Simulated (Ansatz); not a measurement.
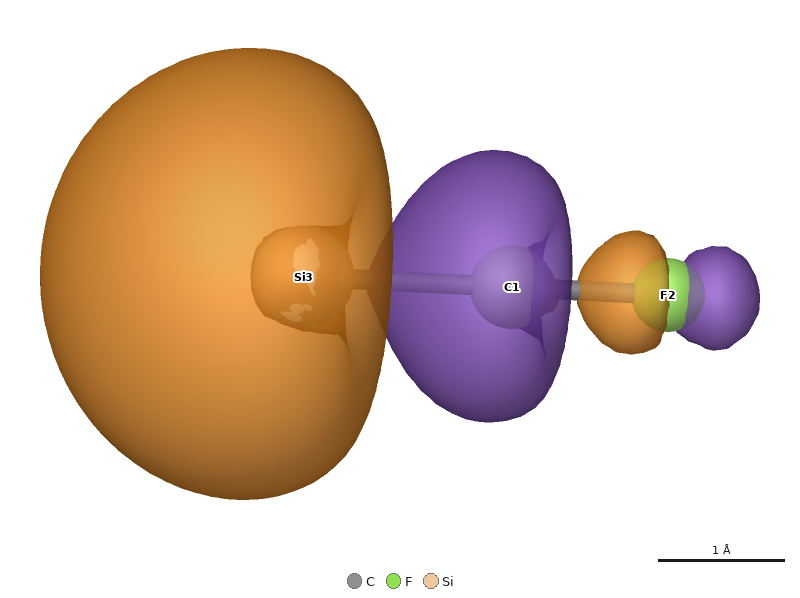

The picture shows: CFSi (doublet). The HOMO−1 (β) at ±0.08 Å⁻³ᐟ² (orange and purple are the two phases), seen from one side.

Geometry: PBE0-D3(BJ)/def2-SVP.

Theory: isolated molecule in a Gaussian basis; Kohn-Sham density functional theory, functional PBE0 (Ansatz 0.2.0).

What is the character of this orbital?

Its weight (Hirshfeld) is mainly on Si3 (about 85 %) and C1 (about 15 %); it is of σ type. Its energy is −8.71 eV.
